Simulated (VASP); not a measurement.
Band structure of Mg$_{3}$Sn (space group Imm2). Computed with PBEsol GGA with spin-orbit coupling, VASP's PBE PAW potentials (set 64) (plane waves; VASP).

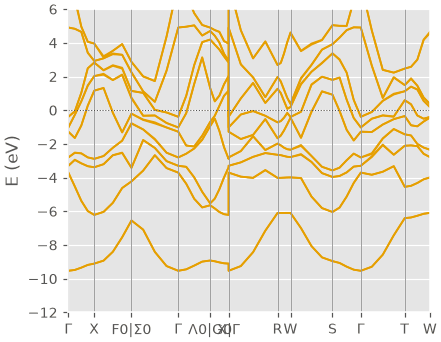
Fig. 1. Bands along high-symmetry lines, zero at the valence-band maximum or, without a gap, the Fermi level

Problem. Read the plot: is there a gap, and where are the band edges?

Solution. It has no gap at this level: it comes out as a metal or semimetal.

The structure comes from a computed database's Mg3Sn entry (Imm2); how it stands against other phases isn't given here. It was relaxed first.
